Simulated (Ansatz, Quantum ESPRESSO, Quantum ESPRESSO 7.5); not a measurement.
# Band edges of 1T-GeBr2, 1 layer under strain

Aim: band edges, gap and stiffness of 1T-GeBr2, 1 layer under biaxial strain.

Method: plane-wave DFT, PBE, GBRV ultrasoft pseudopotentials (geometry by Ansatz 0.2.0 with PAW datasets; geometry under PBE), in Quantum ESPRESSO 7.5.

## (1) Set-up

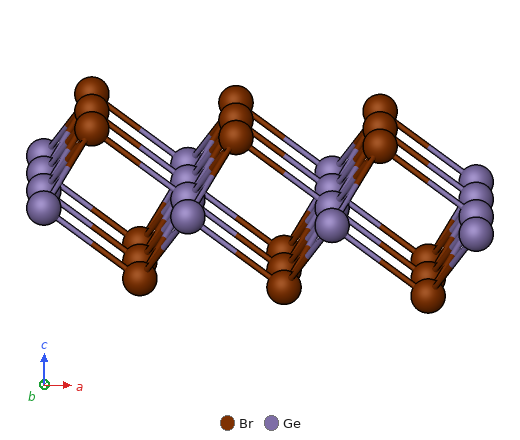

Start, viewed nearly edge on; bromine brown, germanium purple. 3×3×1 cells are drawn. Some periodic images of atoms are drawn too.

The cell holds 3 atoms: 2 Br and 1 Ge. Cell: a = 3.289 Å, b = 3.289 Å, c = 17.803 Å, α = 90.0°, β = 90.0°, γ = 120.0°. It derives from GeBr2. Vacuum lies along c.

This sheet is a model structure: its symmetry is held, and its stability is not tested here.

## (2) Geometry from Ansatz

A relaxation in Ansatz fixes the structure of this slab for the runs on it.

input.yaml reads:

```yaml
crystal:
  lattice:
    - [3.28874, 0.0, 0.0]
    - [-1.64437, 2.8481323864, 0.0]
    - [0.0, 0.0, 17.8030909635]
  atoms:
    - { symbol: Br, position: [0.6666666667, 0.3333333333, 0.4212751603] }
    - { symbol: Ge, position: [0.0, 0.0, 0.5] }
    - { symbol: Br, position: [0.3333333333, 0.6666666667, 0.5787248397] }
kpoints:
  mp_grid: { grid: [12, 12, 1] }
hamiltonian:
  xc: pbe
scf:
  occupations: { method: fermi_dirac, width: 0.05 }
  convergence: { dr2_threshold: 1.0e-08 }
efield:
  axis: 3
  dipole_correction: true
  ramp_position: 0.97
  ramp_width: 0.04
relax:
  f_tol: 0.01
  cell: { fix: [c, alpha, beta] }
output:
  write_potential: true
  write_density: true
  volumetric_format: npy
```

Command:

```sh
ansatz run input.yaml --threads 2 --pin off --max-ram 4096MiB --backend cpu --events-out ev --progress --plain --runs-dir out
```

Numbers of over 12 decimals in the logs are rounded to 6 here.

The program printed:

```text
Warning: relax.cell: scf.convergence.dr2_threshold = 1e-8 eV is looser than the 3e-10 eV advised for a relaxation that steers and ends on the stress (1e-10 eV for each atom of the cell: 3). What an SCF threshold leaves in a stress goes as its square root, and in the free energy as the threshold itself, and one threshold admits the most on a small cell: [figures from the program's tests cut] Set scf.convergence.dr2_threshold to 3e-10 eV or tighter. The threshold is an SCF's pass mark: one that does not reach it within its budget of iterations ends unconverged, or closes short of it on a stop that the run arms, and scf.convergence.dr2_threshold's page says what that costs each kind of run
Engine: ansatz 0.2.0, aarch64-unknown-linux-gnu
Pseudopotentials: kind: paw
Pseudopotential: Br, paw, valence charge 7, recommended cutoff 420 eV (normal), Br.paw.azcp
Pseudopotential: Ge, paw, valence charge 14, recommended cutoff 420 eV (normal), Ge.paw.azcp
Functional definition: PBE
  parameter kappa = 0.804
  parameter beta = 0.066725
  exchange = pbe_x(kappa = kappa, mu = beta*pi^2/3)
  correlation = pbe_c(beta = beta)
Crystal: 3 atoms, lattice volume = 166.757 Å³
Basis set: ecut = 420 eV, 3323 PW (Γ), exchange–correlation on 48×48×240 points (8 copies of the dense FFT grid, shifted against one another)
Bands: 18, of which v1, the nominal top of the filled ones, is band 14 counted from 1 (13 counted from 0)
Symmetry: 6 space group operations
k-points: 19 of 144 (time reversal used)
Non-local potential: Br, projectors of the file, l = 0: 2, l = 1: 2, l = 2: 2
Non-local potential: Ge, projectors of the file, l = 0: 2, l = 1: 2, l = 2: 3, l = 3: 1
PAW form: soft (Blöchl's): semilocal exchange-correlation on the pseudo side does not see the compensation charge
PAW one-centre angular grid: Br, 110 points (default); XC on 64 Gauss nodes
PAW one-centre angular grid: Ge, 590 points (default); XC on 64 Gauss nodes
Initial density: superposition of atomic densities (neutral atoms: chi_scale 0, normalization atom), corrected by the library's trained network
Initial wavefunctions: pseudopotential atomic-orbital guess
Functional: x = pbe(κ = 0.804, μ = 0.219515), c = pbe(β = 0.066725)
SCF iter   1: F=—  HF=-9858.417926 eV  |F-HF|=—  |Δ(HF+E_count)|=         —  Δρ=2.31e-3  dr2=1.40e-2  ethr=1.77e-3  p=0.000 e·Å  D=5.40e-4 V/Å  ΔV_dip=-0.01 eV  dr2_dipole=1.30e-6  V_vac-E_F(+/−)=2.20/2.21 eV  ⟨swp⟩=9.7  Hψ=2465  notcnv=0
efield: sawtooth ramp at fractional position 0.9700 (set: `efield.ramp_position`, or a place that a band, a saddle search or an elastic batch's reference lends), width 0.0400; the density the first Hamiltonian is built on has a dipole p = 0.000 e·Å; the dipole correction subtracts the counter field D = 5.40e-4 V/Å, which shifts the + side's vacuum level by -0.01 eV against the − side's; the planar-averaged density in the ramp window peaks in size at 5.7e-5 e/Å³
preconditioner: auto → none  [insulator: Δε(μ)=1.073 eV  Ē_g=12.026 eV  σ=0.050 eV  W_gap=1.00  n_scr=10 (ndim 8)  ℏωp=12.1 eV  f_vac=0.640  D(μ)=0.00/eV (n_scr^D=0)  ε∞_Penn≈2.0]
SCF iter   2: F=—  HF=-9858.417947 eV  |F-HF|=—  |Δ(HF+E_count)|=   2.16e-5  Δρ=1.35e-3  dr2=4.18e-3  ethr=4.99e-5  p=-0.000 e·Å  D=-2.99e-4 V/Å  ΔV_dip=0.01 eV  dr2_dipole=1.03e-5  V_vac-E_F(+/−)=2.45/2.45 eV  ⟨swp⟩=2.8  Hψ=885  notcnv=0
SCF iter   3: F=—  HF=-9858.418502 eV  |F-HF|=—  |Δ(HF+E_count)|=   5.55e-4  Δρ=7.12e-4  dr2=1.96e-3  ethr=1.49e-5  p=0.002 e·Å  D=1.76e-3 V/Å  ΔV_dip=-0.03 eV  dr2_dipole=1.36e-4  V_vac-E_F(+/−)=2.38/2.41 eV  ⟨swp⟩=2.6  Hψ=552  notcnv=0
SCF iter   4: F=—  HF=-9858.419317 eV  |F-HF|=—  |Δ(HF+E_count)|=   8.15e-4  Δρ=4.85e-4  dr2=3.67e-3  ethr=6.99e-6  p=-0.004 e·Å  D=-4.79e-3 V/Å  ΔV_dip=0.09 eV  dr2_dipole=1.14e-3  V_vac-E_F(+/−)=2.51/2.42 eV  ⟨swp⟩=3.3  Hψ=653  notcnv=0
SCF iter   5: F=—  HF=-9858.418982 eV  |F-HF|=—  |Δ(HF+E_count)|=   3.35e-4  Δρ=1.96e-4  dr2=1.39e-4  ethr=6.99e-6  p=0.001 e·Å  D=8.55e-4 V/Å  ΔV_dip=-0.02 eV  dr2_dipole=3.11e-5  V_vac-E_F(+/−)=2.47/2.48 eV  ⟨swp⟩=2.1  Hψ=447  notcnv=0
SCF iter   6: F=—  HF=-9858.419045 eV  |F-HF|=—  |Δ(HF+E_count)|=   6.30e-5  Δρ=8.28e-5  dr2=1.54e-5  ethr=4.97e-7  p=0.000 e·Å  D=2.26e-4 V/Å  ΔV_dip=-0.00 eV  dr2_dipole=1.94e-6  V_vac-E_F(+/−)=2.48/2.49 eV  ⟨swp⟩=1.8  Hψ=434  notcnv=0
SCF iter   7: F=—  HF=-9858.419064 eV  |F-HF|=—  |Δ(HF+E_count)|=   1.92e-5  Δρ=1.61e-5  dr2=4.28e-7  ethr=5.49e-8  p=-0.000 e·Å  D=-6.58e-6 V/Å  ΔV_dip=0.00 eV  dr2_dipole=2.82e-9  V_vac-E_F(+/−)=2.49/2.49 eV  ⟨swp⟩=2.3  Hψ=491  notcnv=0
SCF iter   8: F=—  HF=-9858.419031 eV  |F-HF|=—  |Δ(HF+E_count)|=   3.29e-5  Δρ=4.75e-6  dr2=2.67e-8  ethr=1.53e-9  p=0.000 e·Å  D=1.36e-5 V/Å  ΔV_dip=-0.00 eV  dr2_dipole=7.19e-11  V_vac-E_F(+/−)=2.49/2.49 eV  ⟨swp⟩=2.4  Hψ=628  notcnv=0
SCF iter   9: F=-9858.419031 eV  HF=-9858.419031 eV  |F-HF|=2.39e-9  |Δ(HF+E_count)|=   5.66e-9  Δρ=1.00e-6  dr2=3.27e-9  ethr=3.57e-11  p=0.000 e·Å  D=5.14e-6 V/Å  ΔV_dip=-0.00 eV  dr2_dipole=9.18e-11  V_vac-E_F(+/−)=2.49/2.49 eV  ⟨swp⟩=11.0  Hψ=2660  notcnv=0
SCF 1 converged in 9 iterations: F = -9858.419031 eV  dr2 = 3.27e-9
  greatest PAW one-centre occupation: 0.999 electrons in one spin orbital (limit 2), on the Ge atom at site 1 (counted from 0), in its partial waves of l = 2
relax step   1: F+E_penalty+E_count = -9858.41903136 eV  Δ(F+E_penalty+E_count) = +0.000e0 eV  max|allowed force component| = 5.946e0 eV/Å  Δτ_max = 0.0000 Å  P = +18.854 GPa  Ω = 166.757 Å³  fix = [c, alpha, beta]  reactions: c +16.014 GPa  (9 SCF iters, accepted)
Crystal: 3 atoms, lattice volume = 177.686 Å³
Basis set: ecut = 420 eV, 3503 PW (Γ), exchange–correlation on 48×48×240 points (8 copies of the dense FFT grid, shifted against one another)
Initial density: handed on by an earlier stage of this run
Initial wavefunctions: those handed on with the density
iter 1 solved again at ethr=7.11e-4 eV; its pass at ethr=3.10e-3 eV (dr2=1.99e-1 eV) is discarded
SCF iter   1: F=—  HF=-9861.178978 eV  |F-HF|=—  |Δ(HF+E_count)|=         —  Δρ=6.01e-3  dr2=1.98e-1  ethr=7.11e-4  p=0.000 e·Å  D=4.26e-6 V/Å  ΔV_dip=-0.00 eV  dr2_dipole=3.10e-10  V_vac-E_F(+/−)=2.95/2.95 eV  ⟨swp⟩=1.5  Hψ=2433  notcnv=0
[...]
relax step   7: F+E_penalty+E_count = -9862.97170755 eV  Δ(F+E_penalty+E_count) = -5.593e-5 eV  max|allowed force component| = 2.818e-3 eV/Å  Δτ_max = 0.0029 Å  P = -0.039 GPa  Ω = 236.654 Å³  energy of the carried Pulay correction = -4.172e-3 eV  fix = [c, alpha, beta]  reactions: c -0.119 GPa  (6 SCF iters, accepted)
relax step   8: F+E_penalty+E_count = -9863.04900503 eV  Δ(F+E_penalty+E_count) = -7.730e-2 eV  max|allowed force component| = 3.350e-3 eV/Å  Δτ_max = 0.0000 Å  P = +0.488 GPa  Ω = 236.654 Å³  fix = [c, alpha, beta]  reactions: c +0.008 GPa  stress off target by 7.28e-1 GPa on what of the cell is left free  SCF on the basis re-selected at this cell (its energy is not comparable with the rows above)  (8 SCF iters)
relax step   9: F+E_penalty+E_count = -9863.07760686 eV  Δ(F+E_penalty+E_count) = -2.860e-2 eV  max|allowed force component| = 5.084e-3 eV/Å  Δτ_max = 0.0328 Å  P = +0.233 GPa  Ω = 245.291 Å³  energy of the carried Pulay correction = -3.299e-4 eV  fix = [c, alpha, beta]  reactions: c -0.008 GPa  (8 SCF iters, accepted)
relax step  10: F+E_penalty+E_count = -9863.08794327 eV  Δ(F+E_penalty+E_count) = -1.034e-2 eV  max|allowed force component| = 4.186e-3 eV/Å  Δτ_max = 0.0436 Å  P = -0.002 GPa  Ω = 255.829 Å³  energy of the carried Pulay correction = -9.204e-4 eV  fix = [c, alpha, beta]  reactions: c +0.015 GPa  (8 SCF iters, accepted)
Basis set: ecut = 420 eV, 4991 PW (Γ), exchange–correlation on 60×60×240 points (8 copies of the dense FFT grid, shifted against one another)
iter 1 solved again at ethr=5.29e-7 eV; its pass at ethr=3.10e-3 eV (dr2=1.48e-4 eV) is discarded
SCF iter   1: F=—  HF=-9863.065291 eV  |F-HF|=—  |Δ(HF+E_count)|=         —  Δρ=6.05e-4  dr2=2.85e-5  ethr=5.29e-7  p=0.000 e·Å  D=7.56e-6 V/Å  ΔV_dip=-0.00 eV  dr2_dipole=5.56e-12  V_vac-E_F(+/−)=5.36/5.36 eV  ⟨swp⟩=3.3  Hψ=2985  notcnv=0
efield: sawtooth ramp at fractional position 0.9700 (set: `efield.ramp_position`, or a place that a band, a saddle search or an elastic batch's reference lends), width 0.0400; the density the first Hamiltonian is built on has a dipole p = 0.000 e·Å; the dipole correction subtracts the counter field D = 7.56e-6 V/Å, which shifts the + side's vacuum level by -0.00 eV against the − side's; the planar-averaged density in the ramp window peaks in size at 8.3e-6 e/Å³
preconditioner: auto → Resta (q_TF=auto, 1.887 Å⁻¹)  ε∞=2.0  [insulator: Δε(μ)=2.344 eV  Ē_g=9.708 eV  σ=0.050 eV  W_gap=1.00  n_scr=28 (ndim 8)  ℏωp=9.8 eV  f_vac=0.629  D(μ)=0.00/eV (n_scr^D=0)  ε∞_Penn≈2.0  vacuum switching on, ρ_ref=6.8e-3 e/Å³]
SCF iter   2: F=—  HF=-9863.081235 eV  |F-HF|=—  |Δ(HF+E_count)|=   1.59e-2  Δρ=3.03e-4  dr2=8.59e-6  ethr=1.02e-7  p=0.000 e·Å  D=6.91e-6 V/Å  ΔV_dip=-0.00 eV  dr2_dipole=1.25e-11  V_vac-E_F(+/−)=5.36/5.36 eV  ⟨swp⟩=2.3  Hψ=595  notcnv=0
SCF iter   3: F=—  HF=-9863.086942 eV  |F-HF|=—  |Δ(HF+E_count)|=   5.71e-3  Δρ=1.25e-4  dr2=1.24e-6  ethr=3.07e-8  p=0.000 e·Å  D=8.18e-6 V/Å  ΔV_dip=-0.00 eV  dr2_dipole=2.76e-11  V_vac-E_F(+/−)=5.36/5.36 eV  ⟨swp⟩=2.1  Hψ=545  notcnv=0
SCF iter   4: F=—  HF=-9863.088474 eV  |F-HF|=—  |Δ(HF+E_count)|=   1.53e-3  Δρ=1.22e-5  dr2=4.89e-8  ethr=4.44e-9  p=0.000 e·Å  D=5.37e-6 V/Å  ΔV_dip=-0.00 eV  dr2_dipole=2.03e-10  V_vac-E_F(+/−)=5.36/5.36 eV  ⟨swp⟩=3.2  Hψ=789  notcnv=0
SCF iter   5: F=—  HF=-9863.088503 eV  |F-HF|=—  |Δ(HF+E_count)|=   2.96e-5  Δρ=1.89e-6  dr2=1.10e-8  ethr=3.57e-11  p=0.000 e·Å  D=1.26e-5 V/Å  ΔV_dip=-0.00 eV  dr2_dipole=1.31e-9  V_vac-E_F(+/−)=5.36/5.36 eV  ⟨swp⟩=14.2  Hψ=2990  notcnv=0
SCF iter   6: F=-9863.088504 eV  HF=-9863.088504 eV  |F-HF|=3.75e-10  |Δ(HF+E_count)|=   5.32e-7  Δρ=8.10e-7  dr2=7.01e-9  ethr=3.57e-11  p=0.000 e·Å  D=1.63e-6 V/Å  ΔV_dip=-0.00 eV  dr2_dipole=1.65e-9  V_vac-E_F(+/−)=5.36/5.36 eV  ⟨swp⟩=10.8  Hψ=2434  notcnv=0
SCF 11 converged in 6 iterations: F = -9863.088504 eV  dr2 = 7.01e-9
relax step  11: F+E_penalty+E_count = -9863.08850370 eV  Δ(F+E_penalty+E_count) = -5.604e-4 eV  max|allowed force component| = 4.142e-3 eV/Å  Δτ_max = 0.0000 Å  P = -0.007 GPa  Ω = 255.829 Å³  fix = [c, alpha, beta]  reactions: c +0.008 GPa  stress off target by 1.53e-2 GPa on what of the cell is left free  SCF on the basis re-selected at this cell (its energy is not comparable with the rows above)  (6 SCF iters)
basis re-selected at this cell: Δ(F+E_penalty+E_count) = -5.604e-4 eV, ΔP = -0.006 GPa vs the last step (what re-selecting the basis moved, of the pressure what is left beyond the Pulay correction that the steps carried, after the strain that the cell walked since its last selection, with what the two solves' SCF thresholds leave and, on support functions, any second-order correction that the steps lacked; it is no measure of the basis error at this ecutwfc). The dense FFT grid was sized anew with the basis: this SCF ran on 30×30×120 points, the steps before it on 27×27×120, so part of this shift can come from that change (see relax.cell in the input reference). [rest of the remark cut]
SCF converged after 6 iterations
Free energy (F): -9863.088504 eV
Harris-Foulkes:  -9863.088504 eV  (|F-HF|=3.75e-10)
Internal energy: -9863.088504 eV  (E = F + TS)
E sigma→0 (E₀):  -9863.088504 eV
Fermi energy:    -1.913483 eV
Dipole field:    D = 0.000050 V/Å  (p = 0.000071 e·Å, saw-weighted, corrected)
Work function:   Φ+ = 5.3584 eV   Φ− = 5.3593 eV
Levels:          The Fermi level and band energies are counted from a zero that moves with the ramp; work functions are not
--- Per-component energies (eV) ---
  E_band       = -418.507181
  E_kinetic    = 372.612819
  E_local      = -11435.939939  (includes V_loc(G=0)·N_el)
  E_nonlocal   = 551.951995
  E_hartree    = 5341.561085
  E_xc         = -602.333665
  E_vxc        = -268.433341  (∫ρ·V_xc dr)
  E_paw        = -6505.503861  (= ΣΔE_a)
  E_vpaw       = -321.820279  (= ΣTr[D̂ρ^β])
  E_aug_tail   = 0.000254  (compensation charges beyond the density's cutoff)
  E_efield     = 0.000000  (sawtooth field / dipole correction)
  E_vefield    = -0.000249  (∫n·V_field dr)
  E_ewald      = 2414.562810
  E_smearing   = -0.000000  (= −TS)
  E_closure    = 0.000000  (closes the sum)
  Σ components = -9863.088504   (vs F -9863.088504, Δ=0.00e0)
--- Forces (eV/Å), atoms counted from 1 ---
  atom   1  Br     0.00000000     0.00000000    -0.00414028
  atom   2  Ge     0.00000000     0.00000000     0.00006558
  atom   3  Br     0.00000000    -0.00000000     0.00407883
  max |Σ_I F_I| component: 4.12e-6 eV/Å
--- Stress (GPa, compression-positive) ---
       -0.015330       0.000000      -0.000000
        0.000000      -0.015330       0.000000
        0.000000       0.000000       0.008262
  P = ⅓ Tr σ = -0.0075 GPa (-0.075 kbar)
--- Band table (eV; the first three rows and the last of 19) ---
  k-point 0: bands = [... 10 lower, -4.4998, -4.3626, -4.3626, -3.6851, -0.8269, 0.3815, 0.3815, 2.8658]
  k-point 1: bands = [... 10 lower, -4.6362, -4.5191, -4.2967, -3.4421, -0.5816, 0.3254, 0.4587, 2.9983]
  k-point 2: bands = [... 10 lower, -4.9008, -4.5978, -4.2724, -3.2161, -0.2190, 0.4786, 0.6509, 3.2748]
  k-point 18: bands = [... 10 lower, -6.0511, -4.6123, -4.6123, -3.2132, 1.0432, 1.0432, 1.5555, 5.0806]
--- Relaxed structure (9 steps of the walk, 9 accepted, 2 SCFs on fresh bases) ---
  F+E_penalty+E_count = -9863.08850370 eV   max|allowed force component| = 4.142e-3 eV/Å   (the final SCF, on the basis selected at the relaxed cell)
  cell:  # Å, volume = 255.8291 Å³
    - [4.073446, 0, 0]
    - [-2.036723, 3.527707, 0]
    - [0, 0, 17.8030909635]
  atoms:
    - { symbol: Br, position: [0.666667, 0.333333, 0.409959] }
    - { symbol: Ge, position: [0, 0, 0.500000] }
    - { symbol: Br, position: [0.333333, 0.666667, 0.590040] }
```

Elapsed: 57 s, on 2 threads of Arm Neoverse N1, shared host; peak memory 0.47 GiB; 1.9 min of CPU time.

The steps of the relaxation:

```tsv
step	energy less that of the first step (eV)	largest force component (eV/Å)	pressure (GPa)	volume (Å³)
1	0.0000	5.9464	18.85	166.76
2	-2.7195	2.8244	9.96	177.69
3	-3.9588	1.0111	4.41	194.82
4	-4.3965	0.3485	1.88	213.20
5	-4.5460	0.0873	0.36	231.92
6	-4.5526	0.0132	-0.03	236.86
7	-4.5527	0.0028	-0.04	236.65
8*	-4.6300	0.0034	0.49	236.65
9	-4.6586	0.0051	0.23	245.29
10	-4.6689	0.0042	0.00	255.83
11*	-4.6695	0.0041	-0.01	255.83
```

Relaxation steps marked * repeat the geometry before them on a plane-wave basis chosen anew for their cell, so energy and pressure can jump there.

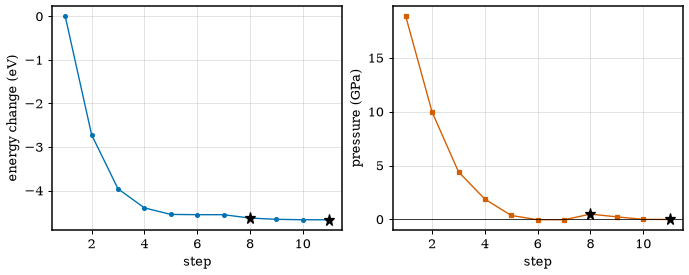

Energy and pressure along the relaxation. Stars mark steps on a basis chosen anew.

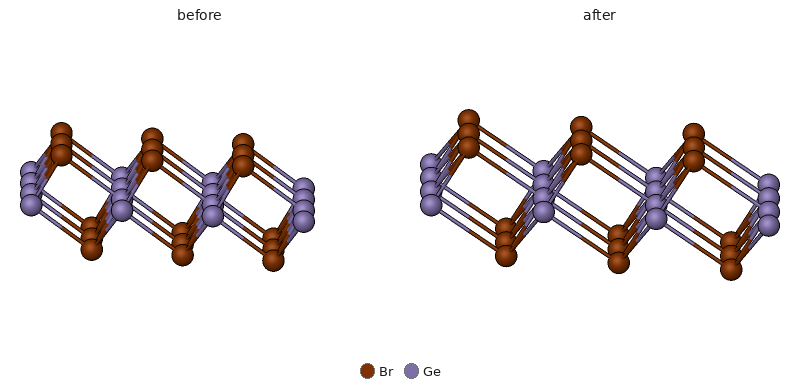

Before and after, at one scale.

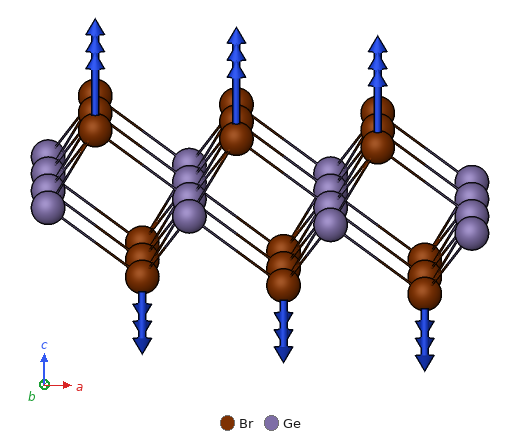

Displacements in the relaxation, exaggerated, measured against the changing cell; the longest in the cell stands for 0.20 Å. 3×3×1 cells are drawn. Some periodic images of atoms are drawn too.

```tsv
cell as run	before	after	change
a (Å)	3.289	4.073	+23.9 %
b (Å)	3.289	4.073	+23.9 %
```

The atoms that moved most (Å, along periodic axes as changes of fractional coordinates times the final cell, across vacuum about the mean position):

```tsv
atom	dx	dy	dz	length
Br1	0.000	0.000	-0.201	0.201
Br3	0.000	0.000	0.201	0.201
```

The relaxed structure:

```xyz
3
Lattice="4.0734 0.0000 0.0000 -2.0367 3.5277 0.0000 0.0000 0.0000 17.8031" Properties=species:S:1:pos:R:3
Br    2.0367    1.1759    7.2985
Ge    0.0000    0.0000    8.9015
Br    0.0000    2.3518   10.5045
```

Read from the output:

```
free energy                                                      : -9863.0885 eV
Fermi energy                                                     : -1.913 eV
gap by band count                                                : 2.344 eV
symmetry operations                                              : 6
dipole along the normal                                          : 7.06e-5 e·Å
vacuum level at the upper face over a Fermi level inside the gap : 5.358 eV
vacuum level at the lower face over a Fermi level inside the gap : 5.359 eV
```

[end of part 1 of 2]

[Logs are printed without paths, hosts, clocks, repeated set-up lines and the standing remarks that a program may print on its own settings, such as how far it seeks lower states.]

[Hosts, paths, dates, database ids (printed as entryN), source tags and the programs' standing remarks are cut or masked in the printed files.]

[Maps of the electrostatic potential energy from Ansatz leave out the sawtooth potential of an applied field or a dipole correction, so their vacuum need not be flat; planar profiles and work functions include it.]
